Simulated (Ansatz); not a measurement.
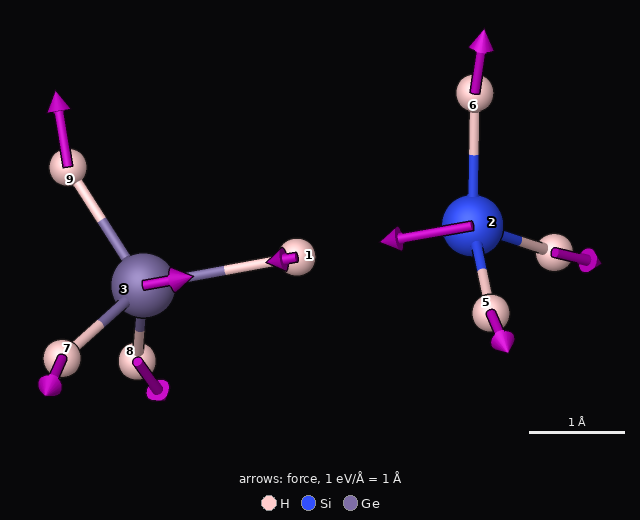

Starting geometry of GeSiH₇ (multiplicity 2) with the computed forces as purple arrows. A ball-and-stick model, seen at a tilt.

The reaction that was planned forms H1–Ge3 and breaks H1–Si2 (atoms numbered from 1 in input order).

Theory: UKS PBE0-D4/def2-SVP in Ansatz 0.2.0.

The input:
```yaml
crystal:
  periodic: [false, false, false]
  atoms:
    - {symbol: H, position_ang: [-0.007200, -0.009600, -0.032600]}
    - {symbol: Si, position_ang: [0.186700, 0.309600, 1.918500]}
    - {symbol: Ge, position_ang: [-0.171300, -0.282200, -1.740500]}
    - {symbol: H, position_ang: [-0.178100, 1.702300, 2.120200]}
    - {symbol: H, position_ang: [1.582700, 0.033300, 2.216800]}
    - {symbol: H, position_ang: [-0.730900, -0.621800, 2.554500]}
    - {symbol: H, position_ang: [0.962400, -1.060600, -2.348500]}
    - {symbol: H, position_ang: [-0.240200, 0.978200, -2.557000]}
    - {symbol: H, position_ang: [-1.404200, -1.049200, -2.131400]}
basis:
  gaussian: {orbitals: def2-SVP}
magnetization: {spin_polarized: true, initial_magnetization: 1}
hamiltonian: {xc: pbe0, dispersion: d4}
relax: {f_tol: 0.04, max_steps: 150, escape_saddle: false, constraints: [{distance: [0, 2]}, {distance: [0, 1]}]}
```

Command:
```bash
ansatz run in.yaml --threads 4 --pin off --events-out ev --progress --plain --max-ram 9574MiB
```

Is this structure relaxed? If not, where do the atoms go?

Answer. It isn't relaxed: the largest force vector, on Si2, is 1.07 eV/Å. The final displacements follow the starting forces only in part (cosine between the two patterns 0.67). The energy falls by 0.164 eV in 2 geometry steps. The largest force component goes from 0.84 to 0.019 eV/Å. The largest move after the best rigid fit is that of H9, 0.094 Å. Largest moves by element: H 0.094 Å, Ge 0.065 Å, Si 0.065 Å. Among the contacts that change: Si2–H4 1.454 → 1.496 Å, Ge3–H7 1.504 → 1.540 Å. Bond angles that change, for instance: H7–Ge3–H8 104.4° → 109.7°, H1–Ge3–H7 114.0° → 109.2°, H4–Si2–H5 113.2° → 110.5°.
